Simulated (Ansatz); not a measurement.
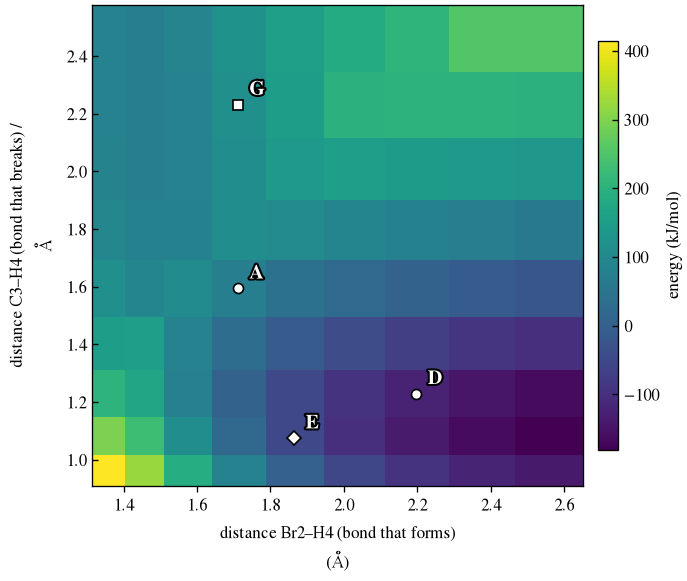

The reacting system CH5BrGe (fragments CH₅BrGe where the first distance is long, CH₄Ge + BrH where the second is long). Coordinates scanned: (1) distance Br2–H4 (bond that forms); (2) distance C3–H4 (bond that breaks). Relaxed at each point: all other coordinates. The grid has 9 × 9 points. Points are written as (first, second). All energies are given in kJ/mol relative to a guessed transition structure relaxed with its forming and breaking bonds held. Energies and slopes of some neighbouring points disagree (a jump in structure or state, or too coarse a mesh). The reference is spin-restricted, so regions where a bond is pulled apart into radicals lie too high. Theory: RKS B3LYP-D4/def2-SVP in Ansatz 0.2.0.

In the figure: one coloured cell a grid point, lettered points.

Is A the lowest point of the computed grid?

Answer. No. A lies 252 kJ/mol above the lowest grid point, which is at (2.559 Å, 1.074 Å).

Rank the lettered points by energy, lowest first.

Answer. D (−125 kJ/mol), E (−52 kJ/mol), A (71 kJ/mol), G (115 kJ/mol).
